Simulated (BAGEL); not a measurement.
**CH4NOSi (SMILES NC(=O)[SiH2]): ROHF/cc-pVDZ (density fitting with qzvpp-jkfit)**

What is the energy change on altering one bond length of CH4NOSi at ROHF/cc-pVDZ (density fitting with qzvpp-jkfit)? 

Program for the calculation: BAGEL 1.2.2.

2 further runs of the same task are left out: 2 that didn't finish. Runs told in other sessions of the task aren't counted.

### 1 The system as given

CH4NOSi has 8 atoms, charge 0, and is taken as a doublet. SMILES: `NC(=O)[SiH2]`. The coordinates come from a GFN2-xTB relaxation.

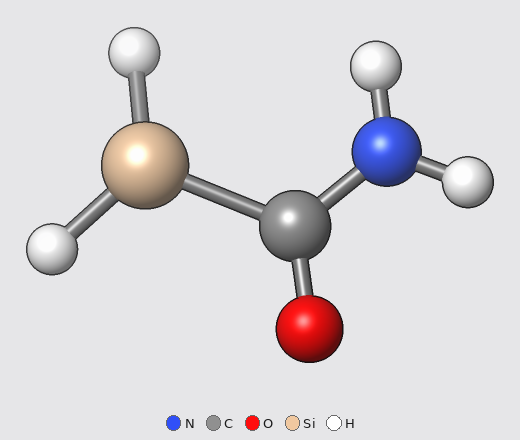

Viewed from a chosen angle; nitrogen blue, carbon grey, oxygen red, silicon light orange, hydrogen white.

### 2 A single-point energy at ROHF/cc-pVDZ (density fitting with qzvpp-jkfit)

The input, hf.json:

```json
{ "bagel" : [

{
  "title" : "molecule",
  "basis" : "cc-pvdz.json",
  "df_basis" : "qzvpp-jkfit",
  "angstrom" : true,
  "geometry" : [
    { "atom" : "N", "xyz" : [    0.095860,    1.353970,   -0.170390 ] },
    { "atom" : "C", "xyz" : [    0.637640,    0.115570,   -0.001580 ] },
    { "atom" : "O", "xyz" : [    1.846940,   -0.062770,   -0.045320 ] },
    { "atom" : "Si", "xyz" : [   -0.521540,   -1.310360,    0.349820 ] },
    { "atom" : "H", "xyz" : [    0.709190,    2.139400,   -0.316880 ] },
    { "atom" : "H", "xyz" : [   -0.892290,    1.517610,   -0.111050 ] },
    { "atom" : "H", "xyz" : [   -1.928160,   -1.119270,    0.024240 ] },
    { "atom" : "H", "xyz" : [    0.052360,   -2.634160,    0.271160 ] }
  ]
},
{
  "title" : "rohf",
  "nopen" : 1
},
{
  "title" : "print",
  "file" : "orbitals.molden",
  "orbitals" : true
}

]}
```

The basis set cc-pVDZ is read from a file made from the Basis Set Exchange's data (not shown).

Started as:

```sh
BAGEL_NUM_THREADS=1 BAGEL hf.json > hf.out
```

Output:

```text
* using 1 threads per process

  ===============================================================
  ===============================================================

  *** Geometry ***

  { "atom" : "N", "xyz" : [      0.181149,      2.558632,     -0.321990 ] },
  { "atom" : "C", "xyz" : [      1.204965,      0.218396,     -0.002986 ] },
  { "atom" : "O", "xyz" : [      3.490211,     -0.118618,     -0.085642 ] },
  { "atom" : "Si", "xyz" : [     -0.985568,     -2.476222,      0.661064 ] },
  { "atom" : "H", "xyz" : [      1.340175,      4.042880,     -0.598816 ] },
  { "atom" : "H", "xyz" : [     -1.686184,      2.867867,     -0.209854 ] },
  { "atom" : "H", "xyz" : [     -3.643694,     -2.115114,      0.045807 ] },
  { "atom" : "H", "xyz" : [      0.098946,     -4.977841,      0.512418 ] },

  Number of auxiliary basis functions:      429

  Since a DF basis is specified, we compute 2- and 3-index integrals:
    o Being stored without compression. Storage requirement is 0.022 GB

  Number of basis functions:       80
  Number of electrons      :       39

    * METHOD: MOLECULE                             0.19

  *** Open-shell HF ***

  === Nuclear Repulsion ===
   150.5619718426

      * DIIS with orbital gradients will be used.

  === ROHF iteration (cc-pvdz.json) ===
      0       -458.15208564          0.03311572           0.10
      1       -458.30839930          0.02447471           0.10
      2       -458.35818622          0.01609480           0.10
      3       -458.40391653          0.00246736           0.10
      4       -458.40540232          0.00109451           0.10
      5       -458.40602591          0.00048562           0.10
      6       -458.40623422          0.00020913           0.10
      7       -458.40630283          0.00010493           0.10
      8       -458.40631717          0.00003770           0.10
      9       -458.40632963          0.00002243           0.11
     10       -458.40633082          0.00000999           0.10
     11       -458.40633161          0.00000418           0.10
     12       -458.40633188          0.00000227           0.10
     13       -458.40633203          0.00000081           0.10
     14       -458.40633210          0.00000039           0.10
     15       -458.40633211          0.00000021           0.10
     16       -458.40633211          0.00000009           0.10
     17       -458.40633212          0.00000005           0.10
     18       -458.40633212          0.00000002           0.10
     19       -458.40633212          0.00000001           0.10
     20       -458.40633212          0.00000001           0.10
    * SCF iteration converged.

    * S^2 (ROHF) is 0.7500

    * Permanent dipole moment:
           (    1.381116,    -0.544233,     0.107867) a.u.

    * METHOD: ROHF                                 2.25

    * METHOD: PRINT                                0.02

  ===============================================================
```

Run time: 2.6 s. Hardware: 1 thread of Arm Neoverse V1, shared host; peak memory 0.1 GiB.

### 3 The distorted shape

The input, input.json:

```json
{ "bagel" : [

{
  "title" : "molecule",
  "basis" : "cc-pvdz.json",
  "df_basis" : "qzvpp-jkfit",
  "angstrom" : "true",
  "geometry" : [
    { "atom" : "N", "xyz" : [       1.486881,       3.065092,      -0.592072 ] },
    { "atom" : "C", "xyz" : [       2.028661,       1.826692,      -0.423262 ] },
    { "atom" : "O", "xyz" : [       3.237961,       1.648352,      -0.467002 ] },
    { "atom" : "Si", "xyz" : [      -0.521540,      -1.310360,       0.349820 ] },
    { "atom" : "H", "xyz" : [       2.100211,       3.850522,      -0.738562 ] },
    { "atom" : "H", "xyz" : [       0.498731,       3.228732,      -0.532732 ] },
    { "atom" : "H", "xyz" : [      -1.928160,      -1.119270,       0.024240 ] },
    { "atom" : "H", "xyz" : [       0.052360,      -2.634160,       0.271160 ] }
  ]
},

{ "title" : "rohf", "nopen" : 1 },

{ "title" : "print", "file" : "orbitals.molden", "orbitals" : "true" }

]}
```

The basis set cc-pVDZ is read from a file made from the Basis Set Exchange's data (not shown).

Started as:

```sh
BAGEL_NUM_THREADS=1 BAGEL input.json > input.out
```

Output:

```text
* using 1 threads per process

  ===============================================================
  ===============================================================

  *** Geometry ***

  { "atom" : "N", "xyz" : [      2.809798,      5.792184,     -1.118854 ] },
  { "atom" : "C", "xyz" : [      3.833614,      3.451948,     -0.799849 ] },
  { "atom" : "O", "xyz" : [      6.118859,      3.114934,     -0.882506 ] },
  { "atom" : "Si", "xyz" : [     -0.985568,     -2.476222,      0.661064 ] },
  { "atom" : "H", "xyz" : [      3.968824,      7.276432,     -1.395680 ] },
  { "atom" : "H", "xyz" : [      0.942465,      6.101419,     -1.006718 ] },
  { "atom" : "H", "xyz" : [     -3.643694,     -2.115114,      0.045807 ] },
  { "atom" : "H", "xyz" : [      0.098946,     -4.977841,      0.512418 ] },

  Number of auxiliary basis functions:      429

  Since a DF basis is specified, we compute 2- and 3-index integrals:
    o Being stored without compression. Storage requirement is 0.022 GB

  Number of basis functions:       80
  Number of electrons      :       39

    * METHOD: MOLECULE                             0.18

  *** Open-shell HF ***

  === Nuclear Repulsion ===
   115.2858523822

      * DIIS with orbital gradients will be used.

  === ROHF iteration (cc-pvdz.json) ===
      0       -457.97786019          0.03429760           0.10
      1       -458.14825023          0.02801404           0.10
      2       -458.22697371          0.02014054           0.10
      3       -458.30379662          0.00310253           0.09
      4       -458.30701286          0.00118981           0.09
      5       -458.30812320          0.00048837           0.10
      6       -458.30838261          0.00035286           0.10
      7       -458.30851290          0.00027454           0.09
      8       -458.30860736          0.00012322           0.09
      9       -458.30869860          0.00005344           0.09
     10       -458.30876107          0.00002411           0.09
     11       -458.30874748          0.00000677           0.09
     12       -458.30875759          0.00000381           0.09
     13       -458.30875881          0.00000221           0.09
     14       -458.30875895          0.00000126           0.09
     15       -458.30875912          0.00000068           0.09
     16       -458.30875938          0.00000029           0.10
     17       -458.30875940          0.00000014           0.09
     18       -458.30875942          0.00000006           0.10
     19       -458.30875939          0.00000003           0.10
     20       -458.30875939          0.00000001           0.10
     21       -458.30875939          0.00000000           0.09
    * SCF iteration converged.

    * S^2 (ROHF) is 0.7500

    * Permanent dipole moment:
           (    1.459346,    -0.491606,     0.177459) a.u.

    * METHOD: ROHF                                 2.22

    * METHOD: PRINT                                0.02

  ===============================================================
```

Run time: 2.5 s. Hardware: 1 thread of Arm Neoverse V1, shared host; peak memory 0.1 GiB.

### 4 What came out

Level: ROHF/cc-pVDZ (density fitting with qzvpp-jkfit).

| quantity | value |
| --- | --- |
| first shape: total energy | -458.40633 Eh |
| first shape: dipole moment | 3.78 D |
| first shape: ⟨S²⟩ | 0.750 |
| distorted shape: total energy | -458.30876 Eh |
| distorted shape: dipole moment | 3.94 D |
| distorted shape: ⟨S²⟩ | 0.750 |
| energy change with the C2–Si4 bond stretched from 1.871 to 4.116 Å | 2.655 eV |

With the C2–Si4 bond stretched from 1.871 to 4.116 Å the energy rises by 2.66 eV (256 kJ/mol). The first shape isn't relaxed at this level, so the change isn't measured from a minimum.
